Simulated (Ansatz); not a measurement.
**Run report: ZnH2ClO2, geometry relaxation (part 2 of 2)**

The same run, continued: ZnH2ClO2, multiplicity 2; UKS B3LYP/def2-SVP (Ansatz 0.2.0). It belongs to a series of runs on one base structure; here: end point A relaxed.

Geometry of the input (Å):
```
Zn 0.0163  -0.0532  -0.0129
Cl 0.0529  0.2077  2.1749
O  -0.0917  -0.1023  -1.7848
H  0.2978  -0.8951  -2.1804
O  0.0141  -0.1000  4.9526
H  -0.5490  -0.7757  4.5207
```

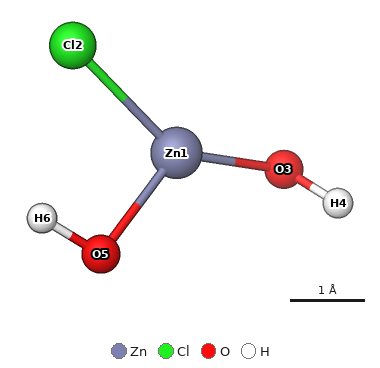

*The geometry at step 31 of the log (ball-and-stick view, seen at a tilt; atoms are numbered from 1 in the order of the input).*

### Trajectory as extended XYZ, continued
```
6
Properties=species:S:1:pos:R:3:forces:R:3 step=12 energy=-65055.73725
Zn   -0.0415    0.1347    0.0685   -0.0182  -0.0818  -0.1162
Cl    0.0454    0.9171    2.0384    0.0052   0.0327   0.0141
O    -0.2383   -0.4120   -1.6117   -0.0013   0.0545   0.1190
H     0.4008   -1.0777   -1.8987    0.0126  -0.0047   0.0141
O    -0.2292   -0.8582    4.9769   -0.0069  -0.0456   0.0154
H    -0.1969   -0.4223    4.0967    0.0086   0.0449  -0.0464
6
Properties=species:S:1:pos:R:3:forces:R:3 step=13 energy=-65055.72542 accepted=F
Zn   -0.0477    0.1468    0.1117   -0.0302  -0.1047  -0.1544
Cl    0.0699    1.0159    2.0459    0.0064   0.0463  -0.0006
O    -0.2730   -0.4748   -1.5425    0.1442  -0.0338   0.1339
H     0.4189   -1.0887   -1.8351   -0.1202   0.1088   0.0630
O    -0.2469   -0.9873    4.8310    0.0824   0.8430  -1.0049
H    -0.1808   -0.3304    4.0590   -0.0825  -0.8597   0.9630
6
Properties=species:S:1:pos:R:3:forces:R:3 step=14 energy=-65055.74395
Zn   -0.0444    0.1373    0.1009   -0.0167  -0.0334  -0.0630
Cl    0.0572    0.9878    2.0465    0.0014  -0.0006  -0.0353
O    -0.2531   -0.4418   -1.5668    0.0283   0.0188   0.1108
H     0.4061   -1.0887   -1.8537   -0.0146   0.0156   0.0171
O    -0.2351   -0.9070    4.8948   -0.0032  -0.0073  -0.0573
H    -0.1904   -0.4061    4.0482    0.0048   0.0069   0.0277
6
Properties=species:S:1:pos:R:3:forces:R:3 step=15 energy=-65055.74815
Zn   -0.0482    0.1376    0.1230   -0.0131  -0.0111  -0.0166
Cl    0.0624    1.0267    2.0509    0.0034   0.0134  -0.0311
O    -0.2617   -0.4619   -1.5346    0.0274  -0.0008   0.0698
H     0.4093   -1.0970   -1.8204   -0.0173   0.0112   0.0094
O    -0.2447   -0.9657    4.8164    0.0233   0.2122  -0.3082
H    -0.1769   -0.3583    4.0346   -0.0238  -0.2250   0.2766
6
Properties=species:S:1:pos:R:3:forces:R:3 step=16 energy=-65055.75654
Zn   -0.0500    0.1592    0.1655   -0.0155  -0.0048  -0.0222
Cl    0.0796    1.1305    2.0557   -0.0013  -0.0166  -0.0562
O    -0.2827   -0.5100   -1.4646    0.0771  -0.0195   0.0897
H     0.4150   -1.1182   -1.7490   -0.0610   0.0459   0.0272
O    -0.2508   -1.0338    4.6871    0.0304   0.2570  -0.3002
H    -0.1708   -0.3461    3.9753   -0.0296  -0.2620   0.2618
6
Properties=species:S:1:pos:R:3:forces:R:3 step=17 energy=-65055.76772
Zn   -0.0527    0.1845    0.2403   -0.0246  -0.0291  -0.0846
Cl    0.0955    1.2377    2.0866   -0.0028  -0.0181  -0.0808
O    -0.3034   -0.5625   -1.3562    0.0716   0.0341   0.1575
H     0.4161   -1.1466   -1.6352   -0.0439   0.0248   0.0164
O    -0.2496   -1.0815    4.4980    0.0161   0.1343  -0.1807
H    -0.1656   -0.3502    3.8365   -0.0165  -0.1461   0.1722
6
Properties=species:S:1:pos:R:3:forces:R:3 step=18 energy=-65055.76139 accepted=F
Zn   -0.0542    0.2064    0.2658   -0.0203  -0.0300  -0.0070
Cl    0.1003    1.3130    2.0770    0.0018   0.0181  -0.0247
O    -0.3095   -0.5921   -1.3002    0.0144   0.0454   0.0906
H     0.4118   -1.1785   -1.5647    0.0038  -0.0201  -0.0080
O    -0.2559   -1.1797    4.3300    0.1214   1.0268  -0.5539
H    -0.1523   -0.2876    3.8621   -0.1211  -1.0402   0.5030
6
Properties=species:S:1:pos:R:3:forces:R:3 step=19 energy=-65055.77398
Zn   -0.0543    0.1920    0.2575   -0.0127   0.0023  -0.0141
Cl    0.1001    1.2829    2.0778   -0.0016  -0.0014  -0.0266
O    -0.3063   -0.5769   -1.3225    0.0263   0.0121   0.0713
H     0.4137   -1.1611   -1.5967   -0.0130  -0.0065  -0.0021
O    -0.2515   -1.1283    4.4155    0.0265   0.2272  -0.2057
H    -0.1614   -0.3272    3.8384   -0.0255  -0.2336   0.1771
6
Properties=species:S:1:pos:R:3:forces:R:3 step=20 energy=-65055.77991
Zn   -0.0548    0.2029    0.2808   -0.0116  -0.0070  -0.0030
Cl    0.1016    1.3211    2.0829    0.0016   0.0189  -0.0114
O    -0.3097   -0.5925   -1.2844    0.0132   0.0139   0.0509
H     0.4109   -1.1779   -1.5535   -0.0034  -0.0142  -0.0033
O    -0.2529   -1.1599    4.3223    0.0212   0.1636  -0.1307
H    -0.1549   -0.3122    3.8220   -0.0209  -0.1752   0.0974
6
Properties=species:S:1:pos:R:3:forces:R:3 step=21 energy=-65055.78900
Zn   -0.0548    0.2246    0.3268   -0.0042   0.0005  -0.0011
Cl    0.1111    1.4113    2.0852   -0.0063  -0.0130  -0.0044
O    -0.3154   -0.6182   -1.2123    0.0123   0.0112   0.0456
H     0.4039   -1.2105   -1.4697   -0.0068  -0.0103   0.0058
O    -0.2442   -1.2074    4.1842    0.0216   0.2260  -0.1601
H    -0.1603   -0.3183    3.7558   -0.0167  -0.2144   0.1141
6
Properties=species:S:1:pos:R:3:forces:R:3 step=22 energy=-65055.79288
Zn   -0.0562    0.2307    0.3710   -0.0104  -0.0313   0.0268
Cl    0.1039    1.4468    2.1107    0.0052   0.0453  -0.0176
O    -0.3154   -0.6335   -1.1565    0.0318   0.0011   0.0303
H     0.3956   -1.2430   -1.3981   -0.0261   0.0083   0.0197
O    -0.2479   -1.2429    3.9971    0.0934   0.7886  -0.2361
H    -0.1397   -0.2766    3.7458   -0.0938  -0.8121   0.1770
6
Properties=species:S:1:pos:R:3:forces:R:3 step=23 energy=-65055.81739
Zn   -0.0585    0.2480    0.4322   -0.0050  -0.0394   0.0520
Cl    0.1103    1.5337    2.1226   -0.0001   0.0286  -0.0146
O    -0.3199   -0.6587   -1.0703    0.0253   0.0048   0.0254
H     0.3864   -1.2805   -1.2933   -0.0240   0.0061   0.0254
O    -0.2376   -1.2730    3.8047    0.0621   0.5753  -0.1408
H    -0.1403   -0.2880    3.6741   -0.0585  -0.5755   0.0527
6
Properties=species:S:1:pos:R:3:forces:R:3 step=24 energy=-65055.85226
Zn   -0.0652    0.2352    0.5211    0.0012  -0.0317   0.0693
Cl    0.1120    1.6011    2.1501   -0.0017   0.0247  -0.0058
O    -0.3214   -0.6762   -0.9793    0.0138  -0.0076   0.0219
H     0.3778   -1.3091   -1.1922   -0.0191  -0.0057   0.0281
O    -0.2335   -1.2764    3.6093    0.0301   0.1975  -0.1465
H    -0.1294   -0.2931    3.5610   -0.0243  -0.1772   0.0329
6
Properties=species:S:1:pos:R:3:forces:R:3 step=25 energy=-65055.89001
Zn   -0.0699    0.2168    0.5845    0.0023  -0.0774   0.1362
Cl    0.1137    1.6333    2.1721    0.0039   0.0935   0.0079
O    -0.3231   -0.6922   -0.9187    0.0065  -0.0130   0.0089
H     0.3714   -1.3309   -1.1284   -0.0179  -0.0098   0.0349
O    -0.2236   -1.2666    3.4150    0.0689   0.6199  -0.0827
H    -0.1284   -0.2789    3.5455   -0.0638  -0.6131  -0.1052
6
Properties=species:S:1:pos:R:3:forces:R:3 step=26 energy=-65055.95258
Zn   -0.0784    0.1851    0.6736    0.0005  -0.1700   0.0736
Cl    0.1210    1.6865    2.1893   -0.0023   0.0878   0.0242
O    -0.3256   -0.7101   -0.8490    0.0032   0.0536   0.1206
H     0.3671   -1.3487   -1.0640   -0.0104  -0.0138   0.0538
O    -0.2128   -1.2468    3.2203    0.0739   0.7532  -0.0113
H    -0.1310   -0.2845    3.4999   -0.0650  -0.7108  -0.2609
6
Properties=species:S:1:pos:R:3:forces:R:3 step=27 energy=-65056.03208
Zn   -0.0737    0.1488    0.7605   -0.0095  -0.1433   0.1795
Cl    0.1206    1.7229    2.2108    0.0133   0.1380   0.0612
O    -0.3303   -0.7245   -0.7709    0.0166  -0.0268  -0.0013
H     0.3588   -1.3628   -0.9986   -0.0311  -0.0057   0.0543
O    -0.2011   -1.2090    3.0297    0.0651   0.5927   0.0383
H    -0.1340   -0.2939    3.4385   -0.0544  -0.5548  -0.3320
6
Properties=species:S:1:pos:R:3:forces:R:3 step=28 energy=-65056.10583
Zn   -0.0864    0.0917    0.9016   -0.1097  -0.3638  -0.3410
Cl    0.1297    1.7809    2.2467    0.0504  -0.0355   0.0471
O    -0.3264   -0.7320   -0.6912    0.0483   0.1921   0.3603
H     0.3463   -1.3862   -0.9215   -0.0017  -0.0092   0.0506
O    -0.1750   -1.1809    2.8386    0.1476   0.6351  -0.1549
H    -0.1479   -0.2920    3.2958   -0.1348  -0.4188   0.0379
6
Properties=species:S:1:pos:R:3:forces:R:3 step=29 energy=-65056.25054
Zn   -0.1036    0.0315    0.9436    0.0764   0.0596   0.9135
Cl    0.1512    1.7621    2.2595    0.0255  -0.0428  -0.0654
O    -0.3234   -0.7207   -0.6312   -0.0281  -0.3677  -0.7272
H     0.3339   -1.3902   -0.8649   -0.0466   0.0086  -0.0535
O    -0.1026   -1.1010    2.6761   -0.1022   1.6586   0.2947
H    -0.2152   -0.3003    3.2868    0.0750  -1.3164  -0.3622
6
Properties=species:S:1:pos:R:3:forces:R:3 step=30 energy=-65056.14531 accepted=F
Zn   -0.1209   -0.0098    1.0285    0.0374   0.4839  -2.1797
Cl    0.1720    1.7674    2.2808   -0.0091   0.4122  -0.0410
O    -0.3212   -0.7383   -0.6352   -0.1092   0.3321   0.2978
H     0.3297   -1.4132   -0.8651    0.1136  -0.0170  -0.0315
O    -0.0520   -0.9808    2.5306   -0.7028   0.6446   3.7823
H    -0.2673   -0.3438    3.3305    0.6701  -1.8557  -1.8279
6
Properties=species:S:1:pos:R:3:forces:R:3 step=31 energy=-65056.38478
Zn   -0.1417   -0.0437    0.9926    0.1142  -0.0139   0.2298
Cl    0.1542    1.7615    2.2112   -0.0137   0.0686  -0.0158
O    -0.3014   -0.6947   -0.6613   -0.0468  -0.1769  -0.2746
H     0.3476   -1.3727   -0.8949   -0.0088   0.0221  -0.0554
O    -0.1480   -1.0380    2.6623   -0.0651   0.8893   0.3390
H    -0.1703   -0.3308    3.3601    0.0202  -0.7891  -0.2229
6
Properties=species:S:1:pos:R:3:forces:R:3 step=32 energy=-65056.43234
Zn   -0.1106   -0.0555    0.9937   -0.0516  -0.0921  -0.1710
Cl    0.1526    1.7709    2.2018    0.0087   0.0762  -0.0553
O    -0.3418   -0.7575   -0.6533    0.1198   0.0173   0.0389
H     0.3894   -1.3232   -0.9442   -0.0785   0.0420  -0.0147
O    -0.2322   -0.9851    2.6615    0.0208   0.1693   0.1244
H    -0.1170   -0.3680    3.4105   -0.0192  -0.2127   0.0777
6
Properties=species:S:1:pos:R:3:forces:R:3 step=33 energy=-65056.43956
Zn   -0.1430   -0.1051    1.0056    0.0952   0.1311  -0.0224
Cl    0.1440    1.7663    2.1602   -0.0176   0.0361   0.0041
O    -0.2983   -0.7003   -0.6753   -0.1577  -0.0028  -0.1380
H     0.3767   -1.3294   -0.9536    0.1105  -0.0943  -0.0694
O    -0.2556   -0.9693    2.6892   -0.0480  -0.0272   0.0538
H    -0.0836   -0.3806    3.4439    0.0177  -0.0428   0.1719
6
Properties=species:S:1:pos:R:3:forces:R:3 step=34 energy=-65056.45057
Zn   -0.1238   -0.1051    0.9949    0.0064   0.0047  -0.0019
Cl    0.1471    1.7803    2.1380   -0.0162  -0.0628   0.0067
O    -0.3231   -0.7344   -0.6810    0.1025  -0.0754  -0.0049
H     0.4000   -1.2985   -0.9950   -0.1016   0.0716   0.0391
O    -0.2897   -0.9486    2.7129    0.0405   0.1684   0.0866
H    -0.0703   -0.4122    3.5002   -0.0316  -0.1066  -0.1257
6
Properties=species:S:1:pos:R:3:forces:R:3 step=35 energy=-65056.45232
Zn   -0.1217   -0.1055    0.9920    0.0058   0.0017  -0.0535
Cl    0.1416    1.7738    2.1448   -0.0095  -0.0212   0.0201
O    -0.3198   -0.7350   -0.6821    0.0432  -0.0288  -0.0055
H     0.3993   -1.3017   -0.9951   -0.0429   0.0253   0.0171
O    -0.3027   -0.9349    2.7107    0.0271   0.0959   0.1129
H    -0.0564   -0.4152    3.4998   -0.0237  -0.0729  -0.0912
6
Properties=species:S:1:pos:R:3:forces:R:3 step=36 energy=-65056.45591
Zn   -0.1191   -0.1041    0.9770    0.0174  -0.0432  -0.0849
Cl    0.1236    1.7557    2.1676   -0.0069   0.0400   0.0451
O    -0.3050   -0.7280   -0.6964   -0.0626   0.0571  -0.0058
H     0.3934   -1.3209   -0.9987    0.0539  -0.0534  -0.0032
O    -0.3339   -0.9002    2.7157    0.0092   0.0469   0.1179
H    -0.0187   -0.4209    3.5049   -0.0111  -0.0474  -0.0692
6
Properties=species:S:1:pos:R:3:forces:R:3 step=37 energy=-65056.37312 accepted=F
Zn   -0.1025   -0.1071    0.9201    0.0033  -0.0678   0.1825
Cl    0.0389    1.6971    2.2479    0.0039   0.2096   0.0381
O    -0.2300   -0.6715   -0.7649    0.4114  -0.5231  -0.4280
H     0.3572   -1.4168   -1.0063   -0.4158   0.4839   0.2266
O    -0.4718   -0.7611    2.7453    1.5555   0.7131   2.0480
H     0.1487   -0.4591    3.5279   -1.5583  -0.8158  -2.0673
6
Properties=species:S:1:pos:R:3:forces:R:3 step=38 energy=-65056.46732
Zn   -0.1116   -0.1115    0.9512    0.0130  -0.0163   0.0226
Cl    0.0866    1.7387    2.2077   -0.0301  -0.0376   0.0093
O    -0.2699   -0.6936   -0.7374    0.0458  -0.0118  -0.0391
H     0.3712   -1.3705   -0.9937   -0.0434   0.0166   0.0373
O    -0.3803   -0.8474    2.7341   -0.0173   0.0834   0.0027
H     0.0443   -0.4342    3.5080    0.0320  -0.0343  -0.0328
6
Properties=species:S:1:pos:R:3:forces:R:3 step=39 energy=-65056.47162
Zn   -0.0942   -0.1160    0.9453   -0.0176  -0.0267  -0.0698
Cl    0.0341    1.7315    2.2264   -0.0196   0.0337   0.0626
O    -0.2079   -0.6348   -0.7654    0.4819  -0.6467  -0.2265
H     0.3228   -1.4352   -0.9729   -0.4578   0.6286   0.1896
O    -0.4289   -0.7975    2.7386    0.3921   0.2926   0.6584
H     0.1144   -0.4664    3.4979   -0.3790  -0.2815  -0.6143
6
Properties=species:S:1:pos:R:3:forces:R:3 step=40 energy=-65056.50387
Zn   -0.1120   -0.1437    0.9270   -0.0357   0.0911   0.2448
Cl   -0.0333    1.7296    2.2316   -0.0126   0.0091   0.0231
O    -0.0772   -0.5769   -0.8107    0.0697  -0.0708   0.0703
H     0.2354   -1.4825   -0.9375   -0.0437  -0.0409  -0.0813
O    -0.4735   -0.6975    2.7886   -0.1145  -0.0375  -0.2717
H     0.2008   -0.5475    3.4710    0.1368   0.0490   0.0148
6
Properties=species:S:1:pos:R:3:forces:R:3 step=41 energy=-65056.51085
Zn   -0.1081   -0.1177    0.9225   -0.0219   0.0760   0.2276
Cl   -0.0428    1.7387    2.2492   -0.0135  -0.0066   0.0012
O    -0.0629   -0.5840   -0.8031    0.0210   0.0906   0.0009
H     0.2191   -1.4979   -0.9194    0.0017  -0.1700  -0.0708
O    -0.4697   -0.7036    2.7681   -0.0665  -0.0237  -0.1383
H     0.2046   -0.5540    3.4528    0.0792   0.0337  -0.0206
6
Properties=species:S:1:pos:R:3:forces:R:3 step=42 energy=-65056.39658 accepted=F
Zn   -0.0857   -0.0678    0.9219   -0.0008   0.0450  -0.0979
Cl   -0.1382    1.7679    2.2937    0.0242   0.0029  -0.0296
O     0.1187   -0.5487   -0.8024   -0.1824  -2.8897  -0.0021
H     0.0558   -1.5866   -0.8624    0.1734   2.8931   0.1145
O    -0.4821   -0.6706    2.7413    0.5083  -0.0620   0.4557
H     0.2718   -0.6127    3.3780   -0.5227   0.0107  -0.4406
6
Properties=species:S:1:pos:R:3:forces:R:3 step=43 energy=-65056.51588
Zn   -0.1073   -0.0994    0.9274   -0.0162   0.0092   0.0385
Cl   -0.0596    1.7520    2.2469   -0.0099   0.0016   0.0423
O    -0.0302   -0.5806   -0.7970    0.0000   0.2013   0.0739
H     0.1920   -1.5109   -0.8987    0.0156  -0.2446  -0.0678
O    -0.4751   -0.7022    2.7619   -0.0682  -0.0147  -0.1027
H     0.2205   -0.5773    3.4296    0.0787   0.0472   0.0157
6
Properties=species:S:1:pos:R:3:forces:R:3 step=44 energy=-65056.51333 accepted=F
Zn   -0.1113   -0.0715    0.9260    0.0489  -0.0658  -0.2144
Cl   -0.0939    1.7476    2.2839   -0.0189   0.0584   0.0250
O     0.0677   -0.5684   -0.7943    0.0300  -0.8975   0.0824
H     0.1068   -1.5510   -0.8731   -0.0548   0.9283   0.0486
O    -0.4713   -0.7172    2.7404    0.0638   0.0146   0.1106
H     0.2422   -0.5581    3.3871   -0.0689  -0.0379  -0.0521
6
Properties=species:S:1:pos:R:3:forces:R:3 step=45 energy=-65056.52165
Zn   -0.1035   -0.0894    0.9269   -0.0024  -0.0020  -0.0370
Cl   -0.0784    1.7514    2.2676   -0.0113   0.0004   0.0122
O     0.0166   -0.5750   -0.7960    0.0527  -0.1412   0.0641
H     0.1492   -1.5308   -0.8891   -0.0481   0.1324  -0.0167
O    -0.4748   -0.7075    2.7521    0.0072   0.0035  -0.0043
H     0.2312   -0.5672    3.4085    0.0019   0.0068  -0.0182
6
Properties=species:S:1:pos:R:3:forces:R:3 step=46 energy=-65056.52502
Zn   -0.0945   -0.0864    0.9271    0.0003   0.0009   0.0021
Cl   -0.1000    1.7515    2.2726   -0.0078   0.0050   0.0044
O     0.0659   -0.5749   -0.7883    0.0227  -0.0676  -0.0007
H     0.1009   -1.5363   -0.8929   -0.0194   0.0602  -0.0053
O    -0.4702   -0.7089    2.7495    0.0001   0.0011   0.0033
H     0.2381   -0.5635    3.4021    0.0042   0.0004  -0.0039
6
Properties=species:S:1:pos:R:3:forces:R:3 step=47 energy=-65056.52644
Zn   -0.0830   -0.0847    0.9273   -0.0027  -0.0060   0.0157
Cl   -0.1242    1.7539    2.2725   -0.0016  -0.0086  -0.0022
O     0.1190   -0.5791   -0.7822    0.0038   0.0075   0.0078
H     0.0485   -1.5356   -0.9004   -0.0041  -0.0045  -0.0013
O    -0.4657   -0.7090    2.7516    0.0084   0.0103  -0.0138
H     0.2457   -0.5640    3.4012   -0.0038   0.0012  -0.0061
6
Properties=species:S:1:pos:R:3:forces:R:3 step=48 energy=-65056.52611 accepted=F
Zn   -0.0757   -0.0863    0.9285   -0.0011  -0.0102   0.0076
Cl   -0.1375    1.7514    2.2726    0.0009   0.0068   0.0010
O     0.1505   -0.5814   -0.7778   -0.0295  -0.1612  -0.0204
H     0.0164   -1.5332   -0.9063    0.0281   0.1628   0.0227
O    -0.4615   -0.7110    2.7516    0.0049   0.0066  -0.0095
H     0.2480   -0.5581    3.4014   -0.0033  -0.0048  -0.0014
6
Properties=species:S:1:pos:R:3:forces:R:3 step=49 energy=-65056.52652
Zn   -0.0799   -0.0860    0.9285   -0.0018  -0.0067   0.0005
Cl   -0.1294    1.7528    2.2722    0.0000   0.0036   0.0023
O     0.1306   -0.5797   -0.7800   -0.0018  -0.0223  -0.0008
H     0.0365   -1.5343   -0.9017    0.0021   0.0231   0.0012
O    -0.4643   -0.7091    2.7508    0.0017   0.0024  -0.0037
H     0.2468   -0.5623    3.4002   -0.0003  -0.0001   0.0005
```

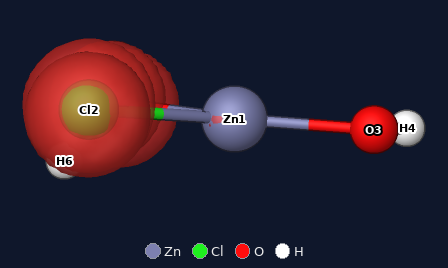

*Isosurfaces of the spin density at +0.03 (red) and −0.03 e/Å³ (blue), seen from the side.*

The unpaired spin (1 electron) lies mostly on O5 (about 0.6) and Cl2 (about 0.4), in electrons by Hirshfeld's partition.

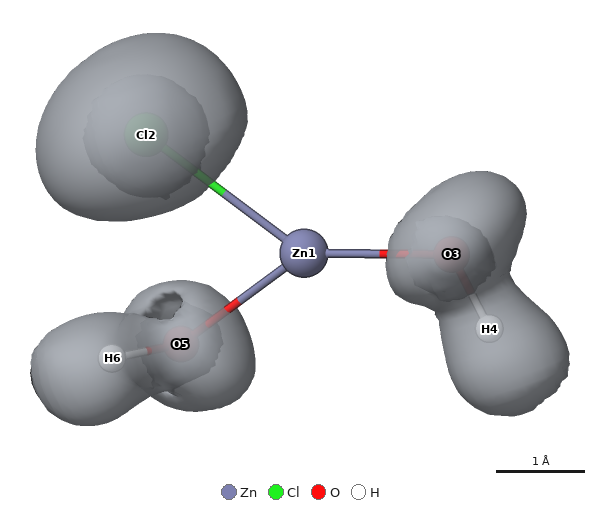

*Isosurface of the ELF at 0.75 (grey), seen at a tilt. Core shells and regions of very low density are left out.*

Profiles from the grid: Zn–O (1.79 Å): the ELF peaks at about 0.80 in the valence shell of O, 0.6 Å from its nucleus, and is about 0.20 at the midpoint. Zn–Cl (2.28 Å): the ELF peaks at about 0.85 in the valence shell of Cl, 0.8 Å from its nucleus, and is about 0.40 at the midpoint.
